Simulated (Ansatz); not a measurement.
**[BPH4]− (SMILES [BH2-]P) at U-r2SCAN/STO-3G**

What is the vertical ionisation energy of [BPH4]− at U-r2SCAN/STO-3G? 

The calculation is run with Ansatz 0.2.0.

## 1. The system as given

[BPH4]−: 6 atoms, total charge -1, spin state doublet. SMILES: `[BH2-]P`. The coordinates come from a GFN2-xTB relaxation.

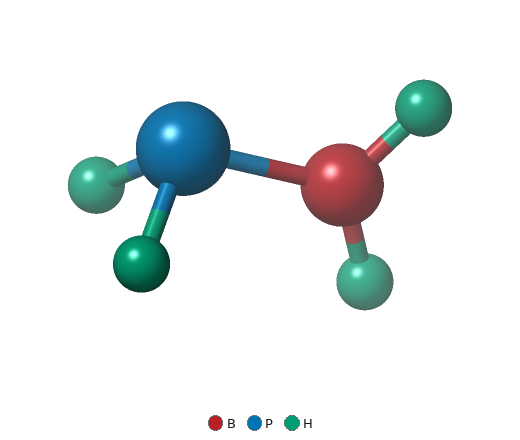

The structure, seen from a chosen angle (boron red, phosphorus blue, hydrogen teal).

## 2. The energy at U-r2SCAN/STO-3G

Input file input.yaml:

```yaml
crystal:
  periodic: [false, false, false]
  atoms:
    - {symbol: B, position_ang: [0.058330, -0.904490, -0.063420]}
    - {symbol: P, position_ang: [0.594500, 0.859390, -0.069700]}
    - {symbol: H, position_ang: [-1.074820, -1.226640, 0.137320]}
    - {symbol: H, position_ang: [0.887520, -1.733390, -0.266300]}
    - {symbol: H, position_ang: [-0.421990, 1.553630, -0.816460]}
    - {symbol: H, position_ang: [-0.043540, 1.451500, 1.078550]}
basis:
  gaussian:
    orbitals: STO-3G
hamiltonian:
  xc: {name: r2SCAN}
magnetization:
  spin_polarized: true
  initial_magnetization: 1
total_charge: -1
accuracy: high
```

On the command line:

```
$ ansatz run input.yaml --threads 1 --pin off --max-ram 2610MiB --events-out events.jsonl --progress --plain --runs-dir runs
```

What it wrote:

```text
Warning: RAYON_NUM_THREADS=1 ignored (pool sized by the plan → 1); use --threads N
Functional definition: r2SCAN
  name "r2SCAN"
  parameter k0 = 0.174
  parameter k1 = 0.065
  parameter a1 = 4.9479
  exchange = r2scan_x(k0 = k0, k1 = k1, a1 = a1)
  correlation = r2scan_c
313 factors; integrals over basis functions are off by at most 1.3e-8 eV
mean field evaluation 1: about -9909.4190 eV, gradient 1.2e1 eV
mean field evaluation 2: about -9909.7561 eV, gradient 9.3e0 eV
mean field evaluation 4: about -9910.4503 eV, gradient 2.8e-1 eV
mean field evaluation 8: about -9910.3962 eV, gradient 2.9e-3 eV
mean field evaluation 16: about -9910.3962 eV, gradient 1.8e-6 eV
mean field -9910.39624491 eV, -364.2003444924 hartree, gradient 1.9e-8 eV, S^2 0.757063; 0 other end points of the search recorded, 0 dependent functions left out
reference -9910.39624579 eV, -364.2003445250 hartree; 13, 12 occupied and 5, 6 virtual orbitals, 313 factors
Total energy: -9910.39624579 eV, -364.2003445250 hartree
```

Run time: 4.5 s. Hardware: 1 thread of Intel Xeon Platinum 8259CL at 2.50GHz (Skylake/Cascade Lake), shared host; peak memory 0.24 GiB.

## 3. Singlet neutral BPH4

Input file run.yaml:

```yaml
crystal:
  periodic: [false, false, false]
  atoms:
    - {symbol: B, position_ang: [0.058330, -0.904490, -0.063420]}
    - {symbol: P, position_ang: [0.594500, 0.859390, -0.069700]}
    - {symbol: H, position_ang: [-1.074820, -1.226640, 0.137320]}
    - {symbol: H, position_ang: [0.887520, -1.733390, -0.266300]}
    - {symbol: H, position_ang: [-0.421990, 1.553630, -0.816460]}
    - {symbol: H, position_ang: [-0.043540, 1.451500, 1.078550]}
basis:
  gaussian: {orbitals: STO-3G}
hamiltonian: {xc: r2scan}
accuracy: high
```

On the command line:

```
$ ansatz run run.yaml --threads 1 --pin off --max-ram 2610MiB --events-out events.jsonl --progress --plain --runs-dir runs
```

What it wrote (excerpt; [...] marks lines left out):

```text
Warning: RAYON_NUM_THREADS=1 ignored (pool sized by the plan → 1); use --threads N
[... 7 set-up lines as earlier in the session ...]
313 factors; integrals over basis functions are off by at most 1.3e-8 eV
mean field evaluation 1: about -9913.5152 eV, gradient 9.1e0 eV
mean field evaluation 2: about -9913.6128 eV, gradient 6.7e0 eV
mean field evaluation 4: about -9913.7896 eV, gradient 7.9e-2 eV
mean field evaluation 8: about -9913.7248 eV, gradient 3.3e-4 eV
mean field evaluation 16: about -9913.7248 eV, gradient 1.1e-8 eV
mean field -9913.72483426 eV, -364.3226678948 hartree, gradient 1.1e-8 eV, S^2 0.000000; 0 other end points of the search recorded, 0 dependent functions left out
reference -9913.72483466 eV, -364.3226679097 hartree; 12, 12 occupied and 6, 6 virtual orbitals, 313 factors
Total energy: -9913.72483466 eV, -364.3226679097 hartree
```

Wall time 2.9 s (1 thread of Intel Xeon Platinum 8259CL at 2.50GHz (Skylake/Cascade Lake), shared host); peak memory 0.15 GiB.

## 4. Results

At U-r2SCAN/STO-3G:

| quantity | value |
| --- | --- |
| doublet [BPH4]−: total energy | -364.20034 Eh |
| doublet [BPH4]−: ⟨S²⟩ | 0.757 |
| singlet neutral BPH4: total energy | -364.32267 Eh |
| vertical detachment energy (to the singlet neutral) | -3.329 eV |

**Reading.** The species is unbound against losing an electron at this level, by 3.33 eV (−77 kcal/mol); missing correlation or diffuse functions can give that sign where the real anion is bound. Only the singlet of the ionised species was computed; a triplet could lie lower. In a minimal basis such a difference can be off by several eV, whatever the method.
